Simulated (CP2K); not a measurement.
# Two attempts at GeH3Cl (chlorogermane)

Wanted: energy and gradient of GeH3Cl (chlorogermane), AM1.

The results are computed with CP2K 2026.2.

3 further runs of the same task are left out: 1 that didn't finish, 2 set aside as unsound or not needed.

### Step 1. The molecule

The species is GeH3Cl (5 atoms), meant as a singlet with charge 0. SMILES: `[Cl][GeH3]`. The coordinates come from a PBE0-D4/def2-TZVP relaxation.

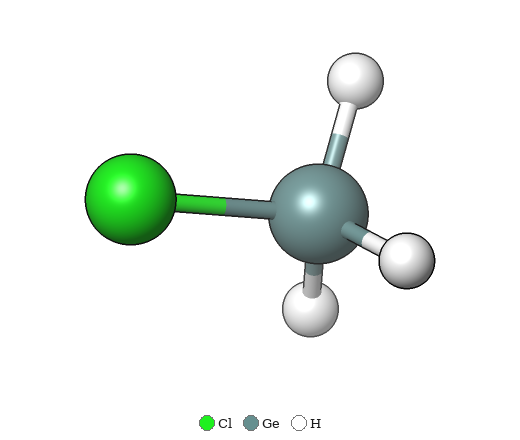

Viewed from a chosen angle; chlorine green, germanium teal, hydrogen white.

### Step 2. Try one

molecule.xyz reads:

```xyz
5

Cl    -1.875800    -0.025100     0.641300
Ge     0.161800    -0.013900    -0.060600
H      0.160400     0.656200    -1.438100
H      0.619000    -1.473700    -0.140600
H      0.984500     0.782900     0.956700
```

mol.inp reads:

```
&GLOBAL
 PROJECT mol
 RUN_TYPE ENERGY_FORCE
 PRINT_LEVEL MEDIUM
&END GLOBAL

&FORCE_EVAL
 METHOD QUICKSTEP
 &DFT
  CHARGE 0
  MULTIPLICITY 1
  &QS
   METHOD AM1
   EPS_DEFAULT 1.0E-10
   &SE
    &COULOMB
     CUTOFF [angstrom] 50
     RC_RANGE [angstrom] 0
    &END COULOMB
    &EXCHANGE
     CUTOFF [angstrom] 50
     RC_RANGE [angstrom] 0
    &END EXCHANGE
   &END SE
  &END QS
  &POISSON
   PERIODIC NONE
   POISSON_SOLVER ANALYTIC
  &END POISSON
  # self-consistent field
  &SCF
   SCF_GUESS ATOMIC
   EPS_SCF 1.0E-07
   MAX_SCF 80
   ADDED_MOS 8
   &DIAGONALIZATION
    ALGORITHM STANDARD
   &END DIAGONALIZATION
   &MIXING
    METHOD DIRECT_P_MIXING
    ALPHA 0.4
   &END MIXING
  # extra output
  &PRINT
   &MOMENTS
    PERIODIC F
    REFERENCE COM
    MAX_MOMENT 1
   &END MOMENTS
   &MO ON
    ENERGIES T
    OCCUPATION_NUMBERS T
    NDIGITS 6
    &EACH
     QS_SCF 0
    &END EACH
    ADD_LAST NUMERIC
   &END MO
   &HIRSHFELD OFF
   &END HIRSHFELD
  &END PRINT
 &END DFT
 &SUBSYS
  # vacuum box
  &CELL
   ABC [angstrom] 18.9 18.3 18.4
   PERIODIC NONE
  &END CELL
  &TOPOLOGY
   COORD_FILE_NAME molecule.xyz
   COORD_FILE_FORMAT XYZ
   &CENTER_COORDINATES
   &END CENTER_COORDINATES
  &END TOPOLOGY
 &END SUBSYS
 # extra output
 &PRINT
  &FORCES ON
  &END FORCES
 &END PRINT
&END FORCE_EVAL
```

The run is started by

```sh
$ OMP_NUM_THREADS=1 cp2k.psmp -i mol.inp -o mol.out
```

What it wrote:

```text
Possible matches for unknown subsection

 MOMENTS

   subsection MOMENTS in section %__ROOT__%FORCE_EVAL%DFT%ENERGY_CORRECTION%PRINT score:  110
   subsection MOMENTS in section %__ROOT__%FORCE_EVAL%DFT%REAL_TIME_PROPAGATION%PRINT score:  110
   subsection MOMENTS in section %__ROOT__%FORCE_EVAL%DFT%PRINT score:  110
   subsection MOMENTS_FT in section %__ROOT__%FORCE_EVAL%DFT%REAL_TIME_PROPAGATION%PRINT score:  107
   enum SILENT in section %__ROOT__%GLOBAL%PRINT for keyword _SECTION_PARAMETERS_ score:  106

 *******************************************************************************
 *   ___                                                                       *
 *  /   \                                                                      *
 * [ABORT]                                                                     *
 *  \___/               unknown subsection MOMENTS of section PRINT            *
 *    |                                                                        *
 *  O/|                                                                        *
 * /| |                                                                        *
 * / \                                               input/input_parsing.F:192 *
 *******************************************************************************

 ===== Routine Calling Stack =====

            6 section_vals_parse
            5 section_vals_parse
            4 section_vals_parse
            3 section_vals_parse
            2 section_vals_parse
            1 read_input
```

Run time: 1.2 s. Hardware: 1 thread of Intel Xeon Platinum 8488C (Sapphire Rapids), shared host; peak memory 0.17 GiB.

### Step 3. What went wrong

The input was rejected.

The telling line is `\___/               unknown subsection MOMENTS of section PRINT`. Cause: a section of the input isn't closed.

### Step 4. Try two

molecule.xyz is that of step 2.

molecule.inp reads:

```
&GLOBAL
    PROJECT molecule
    RUN_TYPE ENERGY_FORCE
    PRINT_LEVEL MEDIUM
&END GLOBAL

&FORCE_EVAL
    METHOD Quickstep
    &DFT
        CHARGE 0
        MULTIPLICITY 1
        # Quickstep
        &QS
            METHOD AM1
            EPS_DEFAULT 1.0E-10
            &SE
                &COULOMB
                    CUTOFF [angstrom] 50
                    RC_RANGE [angstrom] 0
                &END COULOMB
                &EXCHANGE
                    CUTOFF [angstrom] 50
                    RC_RANGE [angstrom] 0
                &END EXCHANGE
            &END SE
        &END QS
        # cluster boundary conditions
        &POISSON
            PERIODIC NONE
            POISSON_SOLVER ANALYTIC
        &END POISSON
        &SCF
            SCF_GUESS ATOMIC
            EPS_SCF 1.0E-07
            MAX_SCF 80
            ADDED_MOS 8
            &DIAGONALIZATION
                ALGORITHM STANDARD
            &END DIAGONALIZATION
            &MIXING
                METHOD DIRECT_P_MIXING
                ALPHA 0.4
            &END MIXING
        &END SCF
        # extra output
        &PRINT
            &MOMENTS
                PERIODIC F
                REFERENCE COM
                MAX_MOMENT 1
            &END MOMENTS
            &MO ON
                ENERGIES T
                OCCUPATION_NUMBERS T
                NDIGITS 6
                &EACH
                    QS_SCF 0
                &END EACH
                ADD_LAST NUMERIC
            &END MO
            &HIRSHFELD OFF
            &END HIRSHFELD
        &END PRINT
    &END DFT
    # atoms, cell and kinds
    &SUBSYS
        # vacuum box
        &CELL
            ABC [angstrom] 18.9 18.3 18.4
            PERIODIC NONE
        &END CELL
        &TOPOLOGY
            COORD_FILE_NAME molecule.xyz
            COORD_FILE_FORMAT XYZ
            &CENTER_COORDINATES
            &END CENTER_COORDINATES
        &END TOPOLOGY
    &END SUBSYS
    &PRINT
        &FORCES ON
        &END FORCES
    &END PRINT
&END FORCE_EVAL
```

The run is started by

```sh
$ OMP_NUM_THREADS=1 cp2k.psmp -i molecule.inp > molecule.out 2>&1
```

What it wrote:

```text
CP2K| version string:                                       CP2K version 2026.2
[...]
 GLOBAL| Method name                                                        CP2K
[...]
 GLOBAL| Run type                                                   ENERGY_FORCE
[...]
 *** WARNING in qs_environment.F:2210 :: More added MOs requested than     ***
 *** available. The full set of unoccupied MOs will be used. Use           ***
 *** 'ADDED_MOS -1' to always use all available MOs and to get rid of this ***
[...]
                             - Atoms:                                          5
[...]
                             - Spherical basis functions:                     11
[...]
 Number of electrons:                                                         14
[...]
     1 P_Mix/Diag. 0.40E+00    0.0     0.81246920       -16.5600483473 -1.66E+01
[...]
    20 DIIS/Diag.  0.51E-07    0.0     0.00000003       -18.2911815479 -7.11E-14
  *** SCF run converged in    20 steps ***
  Core-core repulsion energy [eV]:                            369.10649168824722
  Core Hamiltonian energy [eV]:                              -794.37157839863630
  Two-electron integral energy [eV]:                         -144.92655116069719
  Electronic energy [eV]:                                    -866.83485397898482
  Total energy [eV]:                                         -497.72836229073766
  Atomic reference energy [eV]:                               497.01247444444374
  Heat of formation [kcal/mol]:                               -16.50876722972285
[...]
 SE_DIPOLE| Moment [Debye]         -2.39587685      -0.01317821       0.82537296
 SE_DIPOLE| Derivative [a.u.]       0.00000000       0.00000000       0.00000000
 ENERGY| Total FORCE_EVAL ( QS ) energy [hartree]            -18.291181547932027
 FORCES| Atomic forces [hartree/bohr]
 FORCES|   Atom     x               y               z               |f|
 FORCES|      1  6.77551090E-03  3.68513070E-05 -2.33596541E-03   7.16698265E-03
 FORCES|      2 -9.27776838E-03 -3.84609184E-05  3.20699803E-03   9.81648113E-03
 FORCES|      3 -2.81086009E-04  1.74495121E-03 -3.49737945E-03   3.91861291E-03
 FORCES|      4  9.17468632E-04 -3.81653966E-03 -1.15811937E-04   3.92697544E-03
 FORCES|      5  1.86587486E-03  2.07319806E-03  2.74215877E-03   3.91140307E-03
 FORCES| Sum     5.13478149E-16  0.00000000E+00 -1.80411242E-16
 FORCES| Total atomic force                                       5.44249966E-16
[...]
```

Run time: 1.2 s. Hardware: 1 thread of Intel Xeon Platinum 8488C (Sapphire Rapids), shared host; peak memory 0.19 GiB.

### Step 5. Summary of results

Level: AM1.

| quantity | value |
| --- | --- |
| total energy | -18.29118 Eh |
| dipole moment | 2.53 D |
| HOMO energy | -11.31 eV |
| LUMO energy | -0.68 eV |
| HOMO–LUMO gap | 10.62 eV |
| heat of formation at this unrelaxed shape | -16.5 kcal/mol |
| largest force on an atom | 0.505 eV/Å |

What this shows: The largest force is 0.50 eV/Å: the shape isn't a stationary point for this species at this level.
